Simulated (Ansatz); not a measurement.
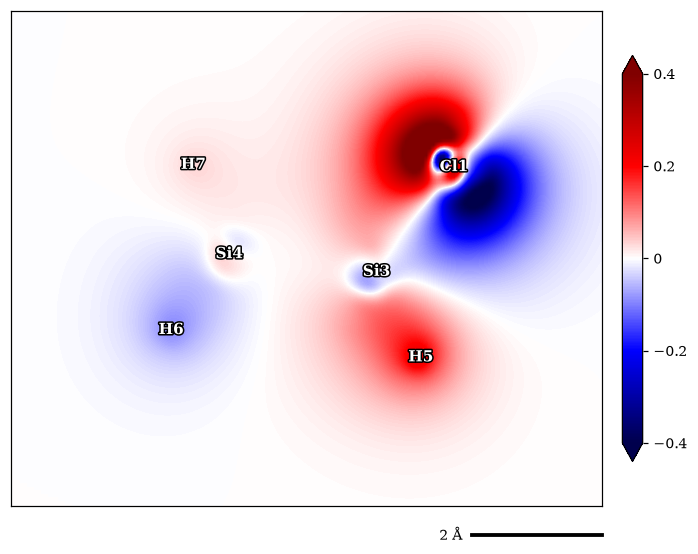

Cl2H3Si2 (charge +1). The HOMO−1 on the plane of atoms Si3, Si4 and H7 (values in Å⁻³ᐟ²; the overall sign is arbitrary).

Geometry: PBE0-D3(BJ)/def2-SVP.

These are results of isolated molecule in a Gaussian basis; Kohn-Sham density functional theory, functional PBE0 in Ansatz 0.2.0, not measurements.

```yaml
atoms:
  - { symbol: Cl, position_ang: [-1.9109, 1.9688, 2.2905] }
  - { symbol: Cl, position_ang: [-2.7293, -0.2104, -0.3427] }
  - { symbol: Si, position_ang: [-1.6378, 1.6757, 0.3300] }
  - { symbol: Si, position_ang: [-0.4849, -0.1542, -0.3828] }
  - { symbol: H, position_ang: [-2.1266, 2.7455, -0.5634] }
  - { symbol: H, position_ang: [-0.0715, -0.2767, -1.7981] }
  - { symbol: H, position_ang: [-0.0075, -1.1334, 0.6179] }
```

Describe this orbital and give its energy.

By Hirshfeld shares it lies mainly on Cl1 (about 75 %) and Cl2 (about 15 %); largely a lone pair of Cl1. Its energy is −14.67 eV.
